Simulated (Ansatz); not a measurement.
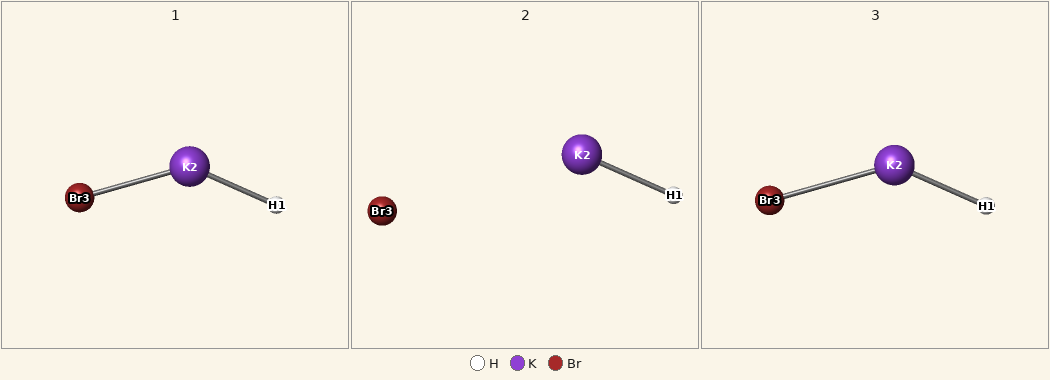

The system H⁻ + KBr. 
- The first coordinate is: distance H1–K2; the second: distance K2–Br3.
- Nothing is relaxed (the angle H1–K2–Br3 is fixed at 140 degrees).
- Grid: 17 × 17 points.
- Energies are in kJ/mol, from H with charge -1 far from the relaxed KBr (each part in its own basis).
- The reference is spin-restricted, so regions where a bond is pulled apart into radicals lie too high.
- All numbers below come from Ansatz, RKS PBE0-D4/def2-SVPD.

The numbered pictures are structures from this grid.

**Rank them by energy, lowest first.**

3, at distance H1–K2 = 2.401 Å, distance K2–Br3 = 3.113 Å: −302 kJ/mol; 1, at distance H1–K2 = 2.268 Å, distance K2–Br3 = 2.745 Å: −281 kJ/mol; 2, at distance H1–K2 = 2.401 Å, distance K2–Br3 = 4.984 Å: −234 kJ/mol.

The map, with the structures marked:

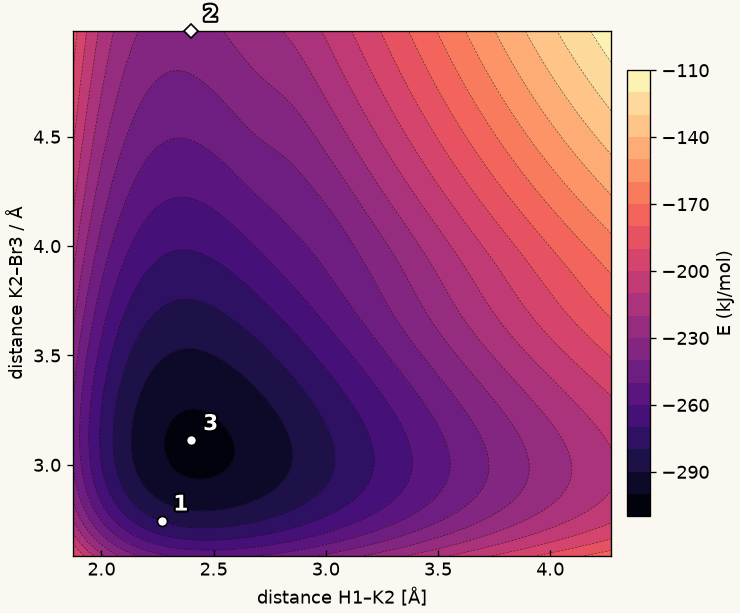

Drawn: filled contours. Between grid points the surface is interpolated.
